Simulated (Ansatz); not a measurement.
A periodic structure is given below.

```
Cu
1.0
     3.57743    0.00000    0.00000
     0.00000    3.57743    0.00000
     0.00000    0.00000    3.57743
Cu
4
Direct
  0.00000 0.00000 0.00000
  0.00000 0.50000 0.50000
  0.50000 0.00000 0.50000
  0.50000 0.50000 0.00000
```

Question: Interpret the file: composition, symmetry and coordination.

Answer: The element is copper. Its lattice is face-centred cubic, its space group Fm-3m (No. 225). The prototype is face-centred cubic (Cu type). The cell holds four atoms. Around each Cu lie twelve Cu in a cuboctahedral arrangement at 2.53 Å. The bonds build a three-dimensional framework.

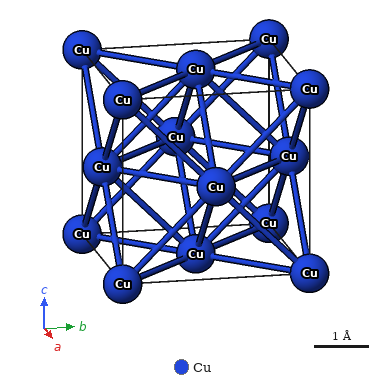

This ball-and-stick model is shown slightly off an axis. One conventional unit cell is framed, with atoms on its boundary repeated.

It goes back to a structure listed in the Materials Project. Earlier steps of the study may have refined or changed the cell and positions. Ansatz was used for an electronic-structure calculation on it.

At this level of theory the cell isn't at rest (stretched, at -9 GPa), so its distances can differ from those at equilibrium, the more so the softer the solid.
